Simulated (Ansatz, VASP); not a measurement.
# InBiP2 in two plane-wave programs

Aim: how closely do two programs agree when they are given the same cell, functional and k mesh? The cell is invented: As first built, before any earlier steps moved the atoms: it takes the InBi3 structure with some of its atoms replaced by other elements, volume scaled by an estimate. It may not be a known or stable phase. The cell comes out of the VASP series on this material, whose earlier steps may have relaxed, scaled or displaced it; both programs get it as it stands.

Main program and level: Ansatz 0.2.0; plane waves, with VASP 6.6.1 beside it; band structure at LDA and band structure at r2SCAN.

**1. Set-up**

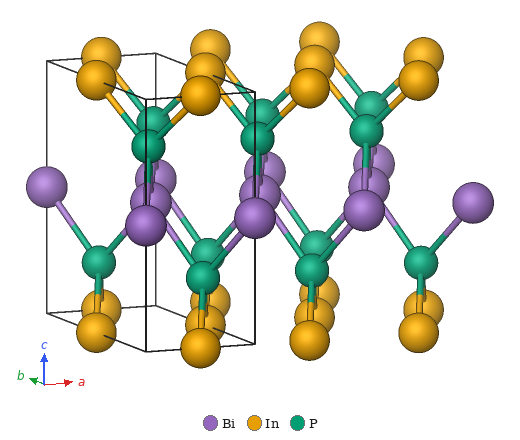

The starting structure, seen slightly off an axis (bismuth purple, indium orange, phosphorus teal). 3×1×1 cells are drawn. This picture shows the conventional cell, with its axes. Some periodic images of atoms are drawn too.

**2. VASP: band structure, LDA**

Levels along a path test the potential and the projectors away from the mesh points.

Lines of VASP's logs that name or quote its potential files are left out, and so is its time.

The input, INCAR:

```
SYSTEM = InBiP2
PREC = Accurate
ENCUT = 400
EDIFF = 1E-06
NELM = 100
ISMEAR = 0
SIGMA = 0.02
LREAL = .FALSE.
ALGO = Normal
GGA = CA
NBANDS = 33
LORBIT = 11
LWAVE = .FALSE.
LCHARG = .FALSE.
KPAR = 4
```

The input, POSCAR:

```
InBiP2
1.0
    1.7175892218     -3.6915626403      0.0000000000
    1.7175892218      3.6915626403      0.0000000000
    0.0000000000      0.0000000000      7.4227299586
Bi In P
1 1 2
Direct
    0.0000000000      0.0000000000      0.5000000000
    0.5000000000      0.5000000000      0.0000000000
    0.0000000000      0.5000000000      0.7684266955
    0.5000000000      0.0000000000      0.2315733045
```

The input, KPOINTS:

```
Automatic mesh
0
Gamma
5 5 2
0 0 0
```

The input, KPOINTS_OPT:

```
Line mode
16
Line-mode
Reciprocal
  0.00000000   0.00000000   0.00000000 GAMMA
  0.30412004   0.30412004   0.00000000 X

  0.30412004   0.30412004   0.00000000 X
  0.00000000   0.50000000   0.00000000 S

  0.00000000   0.50000000   0.00000000 S
  0.00000000   0.50000000   0.50000000 R

  0.00000000   0.50000000   0.50000000 R
  0.30412004   0.30412004   0.50000000 A

  0.30412004   0.30412004   0.50000000 A
  0.00000000   0.00000000   0.50000000 Z

  0.00000000   0.00000000   0.50000000 Z
  0.00000000   0.00000000   0.00000000 GAMMA

  0.00000000   0.00000000   0.00000000 GAMMA
 -0.50000000   0.50000000   0.00000000 Y

 -0.50000000   0.50000000   0.00000000 Y
 -0.30412004   0.69587996   0.00000000 X1

 -0.30412004   0.69587996   0.00000000 X1
 -0.30412004   0.69587996   0.50000000 A1

 -0.30412004   0.69587996   0.50000000 A1
 -0.50000000   0.50000000   0.50000000 T

 -0.50000000   0.50000000   0.50000000 T
 -0.50000000   0.50000000   0.00000000 Y

  0.00000000   0.00000000   0.50000000 Z
 -0.50000000   0.50000000   0.50000000 T
```

The projector-augmented-wave data sets are Bi_d, In_d and P (PBE family, release 64).

The run is started by

```bash
$ mpirun -np 4 vasp_std
```

Numbers of over 12 decimals in the logs are rounded to 6 here.

The log of the run:

```text
[banner, memory and clock lines left out]
running    4 mpi-ranks, on    1 nodes
 distrk:  each k-point on    1 cores,    4 groups
 distr:  one band on    1 cores,    1 groups

 POSCAR found type information on POSCAR BiInP
 POSCAR found :  3 types and       4 ions
|                                                                             |
|               ----> ADVICE to this user running VASP <----                  |
|                                                                             |
|     You enforced a specific xc type in the INCAR file but a different       |
|     [... a line on the potential file left out ...]
|     I HOPE YOU KNOW WHAT YOU ARE DOING!                                     |
|                                                                             |

 LDA part: xc-table for (Slater(with rela. corr.)+CA(PZ))
 , standard interpolation
 POSCAR, INCAR and KPOINTS ok, starting setup
 FFT: planning ... GRIDC
 FFT: planning ... GRID_SOFT
 FFT: planning ... GRID
 WAVECAR not read
 entering main loop
       N       E                     dE             d eps       ncg     rms          rms(c)
DAV:   1     0.323774045728E+03    0.32377E+03   -0.15206E+04  1204   0.111E+03
DAV:   2     0.153214589663E+02   -0.30845E+03   -0.29469E+03  1212   0.333E+02
DAV:   3    -0.182182674793E+02   -0.33540E+02   -0.33002E+02  1467   0.118E+02
DAV:   4    -0.195497724366E+02   -0.13315E+01   -0.13284E+01  1392   0.245E+01
DAV:   5    -0.196134819675E+02   -0.63710E-01   -0.63699E-01  1832   0.509E+00    0.529E+00
DAV:   6    -0.189605113351E+02    0.65297E+00   -0.16718E+00  1670   0.973E+00    0.266E+00
DAV:   7    -0.189541018632E+02    0.64095E-02   -0.27190E-01  1648   0.234E+00    0.121E+00
DAV:   8    -0.189469745431E+02    0.71273E-02   -0.18517E-02  1576   0.739E-01    0.433E-01
DAV:   9    -0.189460899968E+02    0.88455E-03   -0.33626E-03  1696   0.279E-01    0.140E-01
DAV:  10    -0.189461032113E+02   -0.13214E-04   -0.39094E-04  1664   0.106E-01    0.913E-02
DAV:  11    -0.189461013316E+02    0.18797E-05   -0.35170E-05  1552   0.413E-02    0.133E-02
DAV:  12    -0.189460998196E+02    0.15120E-05   -0.44172E-06  1296   0.129E-02    0.878E-03
DAV:  13    -0.189460998244E+02   -0.47789E-08   -0.49076E-07   864   0.447E-03
   1 F= -.18946100E+02 E0= -.18945697E+02  d E =-.806397E-03
 Start KPOINTS_OPT (optional k-point list driver)
k-point batch [1-18\192]
       N       E                     dE             ncg
DAV:   1     0.253873626861E+04   -0.99945E+04     1196
DAV:   2    -0.309808299718E+04   -0.56368E+04     1252
DAV:   3    -0.370995854452E+04   -0.61188E+03     1482
DAV:   4    -0.373422182429E+04   -0.24263E+02     1438
DAV:   5    -0.373531950407E+04   -0.10977E+01     1816
DAV:   6    -0.373534344470E+04   -0.23941E-01     1600
DAV:   7    -0.373534398502E+04   -0.54032E-03     1824
DAV:   8    -0.373534399791E+04   -0.12884E-04     1528
DAV:   9    -0.373534399818E+04   -0.27694E-06     1048
[...]
k-point batch [181-192\192]
       N       E                     dE             ncg
DAV:   1     0.432957153988E+04   -0.61933E+04      792
DAV:   2     0.644260624624E+03   -0.36853E+04      792
DAV:   3     0.240044912397E+03   -0.40422E+03     1012
DAV:   4     0.223644765011E+03   -0.16400E+02      991
DAV:   5     0.222935879188E+03   -0.70889E+00     1176
DAV:   6     0.222920197974E+03   -0.15681E-01     1112
DAV:   7     0.222919845134E+03   -0.35284E-03     1144
DAV:   8     0.222919837010E+03   -0.81244E-05     1072
DAV:   9     0.222919836815E+03   -0.19447E-06      664
```

Parts of OUTCAR (step 2):

```text
ion  position               nearest neighbor table
   1  0.000  0.000  0.500-   3 2.85   4 2.85   3 2.85   4 2.85
   2  0.500  0.500  0.000-   3 2.66   4 2.66   4 2.66   3 2.66
   3  0.000  0.500  0.768-   2 2.66   2 2.66   1 2.85   1 2.85
   4  0.500  0.000  0.232-   2 2.66   2 2.66   1 2.85   1 2.85

  LATTYP: Found a base centered orthorhombic cell.
 ALAT       =     3.4351784436
 B/A-ratio  =     2.1492697983
 C/A-ratio  =     2.1607989455

 Subroutine GETGRP returns: Found  4 space group operations
 (whereof  4 operations were pure point group operations)

The static configuration has the point symmetry D_2 .

 Found     18 irreducible k-points:

   k-points           NKPTS =     18   k-points in BZ     NKDIM =     18   number of bands    NBANDS=     33

   dimension x,y,z NGX =    28 NGY =   28 NGZ =   48
   dimension x,y,z NGXF=    56 NGYF=   56 NGZF=   96

   ENCUT  =  400.0 eV  29.40 Ry    5.42 a.u.   6.64  6.64 12.10*2*pi/ulx,y,z

   NELECT =      38.0000    total number of electrons

 k-points in reciprocal lattice and weights: Automatic mesh
   0.00000000  0.00000000  0.00000000       0.020
   0.20000000 -0.00000000  0.00000000       0.080
   0.40000000 -0.00000000  0.00000000       0.080
   0.20000000  0.20000000  0.00000000       0.040
   0.40000000  0.20000000  0.00000000       0.080
  -0.40000000  0.20000000  0.00000000       0.080
  -0.20000000  0.20000000  0.00000000       0.040
   0.40000000  0.40000000  0.00000000       0.040
  -0.40000000  0.40000000  0.00000000       0.040
[...]
0.40000000  0.40000000  0.50000000       0.040
  -0.40000000  0.40000000  0.50000000       0.040

 average (electrostatic) potential at core
       1-104.0858       2 -94.0276       3 -81.4566       4 -81.4566

 E-fermi :   6.8630

 k-point     1 :       0.0000    0.0000    0.0000
  band No.  band energies     occupation
    ...
     13      -3.1935      2.00000
     14       3.0925      2.00000
     15       4.4170      2.00000
     16       4.5821      2.00000
     17       6.1909      2.00000
     18       7.0410      0.00000
     19       8.3470      0.00000
     20       8.4333      0.00000
     21       9.1581      0.00000
     22       9.2007      0.00000
    ...

 k-point     2 :       0.2000   -0.0000    0.0000
  band No.  band energies     occupation
    ...
     15       4.3246      2.00000
     16       4.7847      2.00000
     17       5.2183      2.00000
     18       5.8619      2.00000
     19       6.7107      2.00000
     20       7.7868      0.00000
     21       8.0917      0.00000
     22       9.0683      0.00000
     23      10.3036      0.00000
     24      11.4433      0.00000
    ...

 k-point     3 :       0.4000   -0.0000    0.0000
  band No.  band energies     occupation
    ...
     16       3.3395      2.00000
     17       4.6357      2.00000
     18       5.1832      2.00000
     19       6.1236      2.00000
     20       6.5624      2.00000
     21       7.1590      0.00000
     22       7.8822      0.00000
     23       9.6685      0.00000
     24      10.9077      0.00000
     25      11.8992      0.00000
    ...

  Total       -2.4712420     -1.9334055     -2.4789002      0.0000000      0.0000000      0.0000000
  in kB      -42.0632330    -32.9086702    -42.1935835      0.0000000      0.0000000      0.0000000
  external PRESSURE =     -39.0551622 kB  Pullay stress =       0.0000000 kB

  energy-cutoff  :      400.00
  volume of cell :       94.13
      direct lattice vectors                 reciprocal lattice vectors
     1.717589222 -3.691562640  0.000000000     0.291105693 -0.135443997  0.000000000
     1.717589222  3.691562640  0.000000000     0.291105693  0.135443997  0.000000000
     0.000000000  0.000000000  7.422729959     0.000000000  0.000000000  0.134721323

 POSITION                                       TOTAL-FORCE (eV/Angst)
 -----------------------------------------------------------------------------------
      0.00000      0.00000      3.71136        -0.000000      0.000000      0.000000
      1.71759      0.00000      0.00000        -0.000000      0.000000      0.000000
      0.85879      1.84578      5.70382         0.000000     -0.000000      0.030975
      0.85879     -1.84578      1.71891        -0.000000     -0.000000     -0.030975
 -----------------------------------------------------------------------------------
    total drift:                                0.000000      0.000000      0.000000

  FREE ENERGIE OF THE ION-ELECTRON SYSTEM (eV)
  ---------------------------------------------------
  free  energy   TOTEN  =       -18.9460998244 eV

  energy  without entropy=      -18.9452934275  energy(sigma->0) =      -18.94569663

 total charge
# of ion       s       p       d       tot
------------------------------------------
    1        1.573   1.192   9.955  12.719
    2        0.883   0.624   9.895  11.402
    3        1.093   1.312   0.000   2.405
    4        1.093   1.312   0.000   2.405
--------------------------------------------------
tot          4.642   4.441  19.849  28.932

[... 3 further parts left out ...]
```

The run ends at a pressure of -3.91 GPa, with forces up to 0.031 eV/Å.

**3. Ansatz: band structure, LDA**

Ansatz runs on its default PAW (the set named soft_2) files.

The same cell, functional (in two slightly different forms), mesh and smearing now go to Ansatz, which takes its cutoff from its data sets.

The input, input.yaml:

```yaml
crystal:
  lattice:
    - [1.7175892218, -3.6915626403, 0.0]
    - [1.7175892218, 3.6915626403, 0.0]
    - [0.0, 0.0, 7.4227299586]
  atoms:
    - { symbol: Bi, position: [0.0, 0.0, 0.5] }
    - { symbol: In, position: [0.5, 0.5, 0.0] }
    - { symbol: P, position: [0.0, 0.5, 0.7684266955] }
    - { symbol: P, position: [0.5, 0.0, 0.2315733045] }
hamiltonian:
  xc: lda
  pseudopotentials: { kind: paw }
kpoints:
  mp_grid: { grid: [5, 5, 2] }
  band_path:
    path:
      - [0.0, 0.0, 0.0]
      - [0.12165, 0.12165, 0.0]
      - [0.26357, 0.26357, 0.0]
      - [0.2433, 0.3433, 0.0]
      - [0.10137, 0.43471, 0.0]
      - [0.0, 0.5, 0.0]
      - [0.0, 0.5, 0.23333]
      - [0.0, 0.5, 0.46667]
      - [0.0811, 0.44777, 0.5]
      - [0.22302, 0.35635, 0.5]
      - [0.28385, 0.28385, 0.5]
      - [0.14192, 0.14192, 0.5]
      - [0.0, 0.0, 0.5]
      - [0.0, 0.0, 0.33333]
      - [0.0, 0.0, 0.1]
      - [-0.06667, 0.06667, 0.0]
      - [-0.3, 0.3, 0.0]
      - [-0.5, 0.5, 0.0]
      - [-0.42165, 0.57835, 0.0]
      - [-0.33024, 0.66976, 0.0]
      - [-0.30412, 0.69588, 0.1]
      - [-0.30412, 0.69588, 0.33333]
      - [-0.30412, 0.69588, 0.5]
      - [-0.39553, 0.60447, 0.5]
      - [-0.48694, 0.51306, 0.5]
      - [-0.5, 0.5, 0.36667]
      - [-0.5, 0.5, 0.13333]
      - [-0.03333, 0.03333, 0.5]
      - [-0.26667, 0.26667, 0.5]
      - [-0.5, 0.5, 0.5]
    npoints: 1
scf:
  occupations: { method: gaussian, width: 0.02 }
  n_extra_bands: 8
output:
  forces: true
  stress: true
  eigenvalues: true
  write_density: true
  write_potential: true
  elf: true
  volumetric_format: npy
```

The run is started by

```bash
$ ansatz run input.yaml --threads 2 --pin off --max-ram 4608MiB --backend cpu --events-out ev --progress --plain --runs-dir out
```

The log of the run:

```text
scf.n_extra_bands = 8 over 19 filled bands (N_el = 38.0): the run solves 27 bands
Engine: ansatz 0.2.0, aarch64-unknown-linux-gnu
Pseudopotentials: kind: paw
Pseudopotential: Bi, paw, valence charge 15, recommended cutoff 420 eV (normal), Bi.paw.azcp
Pseudopotential: In, paw, valence charge 13, recommended cutoff 420 eV (normal), In.paw.azcp
Pseudopotential: P, paw, valence charge 5, recommended cutoff 420 eV (normal), P.paw.azcp
Functional definition: SPW92
  exchange = slater_x
  correlation = pw_c
Crystal: 4 atoms, lattice volume = 94.129 Å³
Basis set: ecut = 420 eV, 1837 PW (Γ)
Bands: 27, of which v1, the nominal top of the filled ones, is band 19 counted from 1 (18 counted from 0)
Symmetry: 4 space group operations
Space group: C222 (ITA 21), of the structure as read, at distance tolerance 4.5e-5 Å
k-points: 18 of 50
Non-local potential: Bi, projectors of the file, l = 0: 2, l = 1: 2, l = 2: 2, l = 3: 2
Non-local potential: In, projectors of the file, l = 0: 2, l = 1: 2, l = 2: 2, l = 3: 2
Non-local potential: P, projectors of the file, l = 0: 2, l = 1: 2, l = 2: 2
PAW form: soft (Blöchl's): semilocal exchange-correlation on the pseudo side does not see the compensation charge
PAW frozen core: Bi, regenerated for the run's functional, and the local potential with it (the file was generated under x = pbe(κ = 0.804, μ = 0.219515), c = pbe(β = 0.066725))
PAW frozen core: In, regenerated for the run's functional, and the local potential with it (the file was generated under x = pbe(κ = 0.804, μ = 0.219515), c = pbe(β = 0.066725))
PAW frozen core: P, regenerated for the run's functional, and the local potential with it (the file was generated under x = pbe(κ = 0.804, μ = 0.219515), c = pbe(β = 0.066725))
PAW one-centre angular grid: Bi, 590 points (default); XC on 64 Gauss nodes
PAW one-centre angular grid: In, 590 points (default); XC on 64 Gauss nodes
PAW one-centre angular grid: P, 110 points (default); XC on 64 Gauss nodes
Initial density: superposition of atomic densities (neutral atoms: chi_scale 0, normalization atom), corrected by the library's trained network
Initial wavefunctions: pseudopotential atomic-orbital guess
Functional: x = slater, c = lda
SCF iter   1: F=—  HF=-18993.983144 eV  |F-HF|=—  |Δ(HF+E_count)|=         —  Δρ=5.90e-3  dr2=2.57e-2  ethr=1.77e-3  ⟨swp⟩=8.1  Hψ=2819  notcnv=0  defer=1
preconditioner: auto → Resta (q_TF=auto, 2.345 Å⁻¹)  ε∞=3.1  [insulator: Δε(μ)=0.032 eV  Ē_g=16.269 eV  σ=0.020 eV  W_gap=0.51  n_scr=22 (ndim 8)  ℏωp=23.6 eV  f_vac=0.000  D(μ)=2.78/eV (n_scr^D=22)  ε∞_Penn≈3.1]
SCF iter   2: F=—  HF=-18993.972999 eV  |F-HF|=—  |Δ(HF+E_count)|=   1.01e-2  Δρ=2.98e-3  dr2=8.02e-3  ethr=6.77e-5  ⟨swp⟩=2.5  Hψ=942  notcnv=0  defer=39
preconditioner: auto → Kerker (q_TF=auto, 2.345 Å⁻¹)  [metal: Δε(μ)=0.027 eV  Ē_g=16.287 eV  σ=0.020 eV  W_gap=0.49  n_scr=22 (ndim 8)  ℏωp=23.6 eV  f_vac=0.000  D(μ)=2.91/eV (n_scr^D=22)]
SCF iter   3: F=—  HF=-18993.970948 eV  |F-HF|=—  |Δ(HF+E_count)|=   2.05e-3  Δρ=5.57e-4  dr2=5.73e-4  ethr=2.11e-5  ⟨swp⟩=2.8  Hψ=754  notcnv=0  defer=41
SCF iter   4: F=—  HF=-18993.970797 eV  |F-HF|=—  |Δ(HF+E_count)|=   1.52e-4  Δρ=1.53e-4  dr2=3.00e-5  ethr=1.51e-6  ⟨swp⟩=3.0  Hψ=815  notcnv=0  defer=41
SCF iter   5: F=—  HF=-18993.970786 eV  |F-HF|=—  |Δ(HF+E_count)|=   1.01e-5  Δρ=3.84e-5  dr2=4.78e-6  ethr=7.91e-8  ⟨swp⟩=3.0  Hψ=818  notcnv=0  defer=41
SCF iter   6: F=—  HF=-18993.970786 eV  |F-HF|=—  |Δ(HF+E_count)|=   8.93e-7  Δρ=9.84e-6  dr2=3.49e-7  ethr=1.26e-8  ⟨swp⟩=1.6  Hψ=466  notcnv=0  defer=41
SCF iter   7: F=-18993.970785 eV  HF=-18993.970785 eV  |F-HF|=1.79e-8  |Δ(HF+E_count)|=   6.28e-8  Δρ=3.16e-6  dr2=2.22e-8  ethr=2.63e-10  ⟨swp⟩=16.6  Hψ=3789  notcnv=0
SCF 1 converged in 7 iterations: F = -18993.970785 eV  dr2 = 2.22e-8
  greatest PAW one-centre occupation: 0.989 electrons in one spin orbital (limit 2), on the Bi atom at site 0 (counted from 0), in its partial waves of l = 2
NSCF: frozen V_eff on 30 k-points
SCF converged after 7 iterations
Free energy (F): -18993.970785 eV
Harris-Foulkes:  -18993.970785 eV  (|F-HF|=1.79e-8)
Internal energy: -18993.970144 eV  (E = F + TS)
E sigma→0 (E₀):  -18993.970465 eV
Entropy (-TS):   -0.000642 eV (-0.160 meV/atom)
Fermi energy:    9.277478 eV
--- Per-component energies (eV) ---
  E_band       = -118.523780
  E_kinetic    = 682.507576
  E_local      = -2815.673755  (includes V_loc(G=0)·N_el)
  E_nonlocal   = 1005.427643
  E_hartree    = 991.618048
  E_xc         = -484.659694
  E_vxc        = -365.225505  (∫ρ·V_xc dr)
  E_paw        = -15448.046400  (= ΣΔE_a)
  E_vpaw       = -608.798582  (= ΣTr[D̂ρ^β])
  E_aug_tail   = -0.000495  (compensation charges beyond the density's cutoff)
  E_ewald      = -2925.657421
  E_core_change = 0.514355  (= ΣΔE_core)
  E_smearing   = -0.000642  (= −TS)
  E_closure    = -0.000000  (closes the sum)
  Σ components = -18993.970785   (vs F -18993.970785, Δ=0.00e0)
--- Forces (eV/Å), atoms counted from 1 ---
  atom   1  Bi     0.00000000     0.00000000     0.00000000
  atom   2  In     0.00000000     0.00000000     0.00000000
  atom   3  P      0.00000000     0.00000000     0.01756857
  atom   4  P      0.00000000     0.00000000    -0.01756857
  max |Σ_I F_I| component: 0.00e0 eV/Å
--- Stress (GPa, compression-positive) ---
       -4.321647       0.000000       0.000000
        0.000000      -3.432618       0.000000
        0.000000       0.000000      -4.525464
  P = ⅓ Tr σ = -4.0932 GPa (-40.932 kbar)
--- Band table (eV; the first three rows and the last of 18) ---
  k-point 0: bands = [... 15 lower, 7.0065, 8.6115, 9.4588, 10.7646, 10.8441, 11.5560, 11.6114, 13.1774, ... 4 higher]
  k-point 1: bands = [... 15 lower, 7.7170, 8.7773, 9.2584, 10.1885, 10.3274, 12.2376, 12.6628, 13.1277, ... 4 higher]
  k-point 2: bands = [... 15 lower, 7.2070, 7.6342, 8.2839, 9.1288, 10.1970, 10.5041, 11.4782, 12.7093, ... 4 higher]
  k-point 17: bands = [... 15 lower, 5.4895, 6.8546, 7.6363, 10.0860, 10.1576, 11.7294, 12.7264, 13.6670, ... 4 higher]
```

It took 4.2 s on 2 threads of Arm Neoverse V2, shared host; peak memory 0.35 GiB; 8.1 s of CPU time.

**4. Comparison**

Known differences besides the PAW data sets themselves: the two LDA forms differ slightly; the cutoff is 420 eV in Ansatz and 400 eV in VASP; Ansatz makes its cores anew for this functional, VASP keeps those of its PBE data sets. Total energies have different zeros and are not compared.

The two programs side by side:

```csv
quantity,Ansatz,VASP,difference
pressure (GPa),-4.09,-3.91,-0.19
```

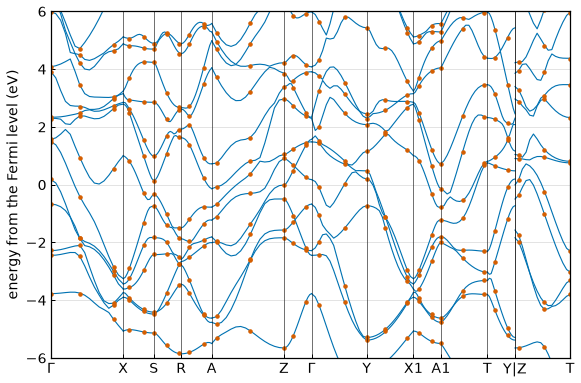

Bands from VASP (lines) and levels from Ansatz (dots). Dots without a line are higher empty bands that the VASP plot leaves out.

At this near-relaxed geometry the largest component of a force difference is 13 meV/Å. Levels from 3 eV below to 2 eV above the Fermi level differ by 7 meV r.m.s. and 13 meV at most; each VASP level is matched to the nearest of Ansatz, which flatters the figure a little.

[end of part 1 of 2]

[Lines on the potential files, build, host, timing and source positions are cut from VASP's logs without a mark.]

[Logs are printed without paths, hosts, clocks, repeated set-up lines and the standing remarks that a program may print on its own settings, such as how far it seeks lower states.]

[Hosts, paths, dates, database ids (printed as entryN), source tags and the programs' standing remarks are cut or masked in the printed files.]
